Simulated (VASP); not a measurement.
Band structure of HfCu₃ (space group I4/mmm). Calculation: PBEsol GGA, VASP's PBE PAW potentials (set 64) (plane waves; VASP).

Unless said otherwise, spin-orbit coupling is left out, though it shifts the bands of the heavy elements here.

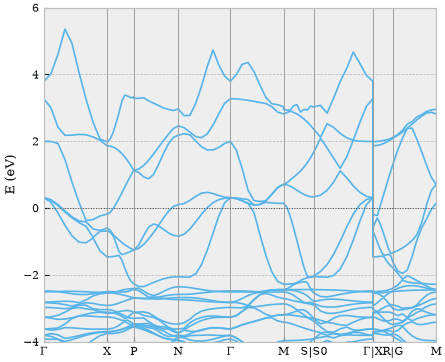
*Bands along high-symmetry lines, zero at the valence-band maximum or, without a gap, the Fermi level*

Q: Read the plot: is there a gap, and where are the band edges?

A: It has no gap at this level: it comes out as a metal or semimetal. (Edges off the drawn lines would not show.)

The structure comes from a computed database's HfCu3 entry (I4/mmm); how it stands against other phases isn't given here. It was relaxed first. The electron count is odd and the run is not spin-polarised, which forces a metal.
